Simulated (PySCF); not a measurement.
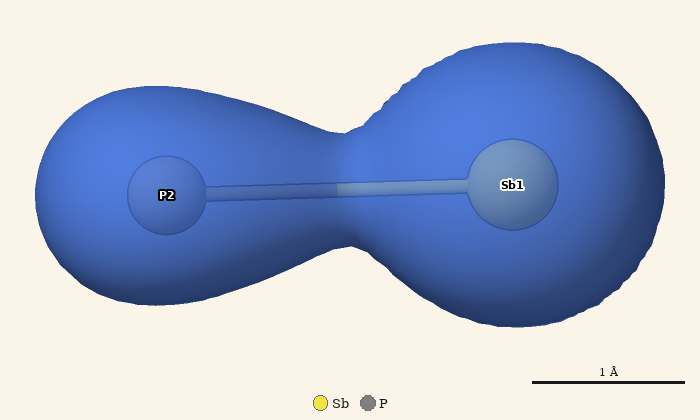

Figure 1: SbP (charge +1, doublet). Isosurface of the electron density at 0.6 e/Å³ (blue), seen from one side.

Core potentials replace the inner electrons of Sb.

These are results of PBE0/cc-pVDZ(-PP), non-relativistic Hamiltonian with scalar-relativistic core potentials where named, at a bond length of 2.304 Å (PySCF), not measurements.

```xyz
2

Sb    0.0000    0.0000   -0.4699
P     0.0000    0.0000    1.8341
```

Q: What does this surface tell about the bonding?

A: At this value the surface is in one piece. It bridges the sampled Sb–P (2.30 Å) contact, where the density stays above the isovalue. On the grid the lowest density along these lines, outside the cores, is 0.74 e/Å³ (Sb–P, 2.30 Å).
